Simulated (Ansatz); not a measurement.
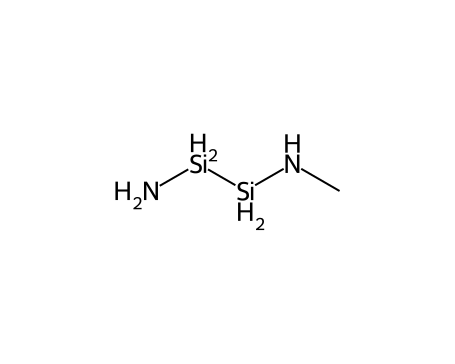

Computed geometry: PBE0-D4/def2-TZVP optimisation. No frequency run is at hand to confirm it as a minimum. Program: Ansatz 0.2.0.

Tabulate HOMO energy (eV), HOMO–LUMO gap (eV), dipole (D) at these levels: B3LYP-D4/def2-TZVPP; PBE-D4/def2-TZVPP; r2SCAN-D4/def2-TZVPP; ωB97M-V/def2-TZVPP.

```json
{"level": "B3LYP-D4/def2-TZVPP", "HOMO energy (eV)": "−6.30", "HOMO–LUMO gap (eV)": "6.06", "dipole (D)": "1.39"}
{"level": "PBE-D4/def2-TZVPP", "HOMO energy (eV)": "−5.20", "HOMO–LUMO gap (eV)": "4.33", "dipole (D)": "1.44"}
{"level": "r2SCAN-D4/def2-TZVPP", "HOMO energy (eV)": "−5.45", "HOMO–LUMO gap (eV)": "4.93", "dipole (D)": "1.45"}
{"level": "ωB97M-V/def2-TZVPP", "HOMO energy (eV)": "−8.76", "HOMO–LUMO gap (eV)": "10.35", "dipole (D)": "1.41"}
```
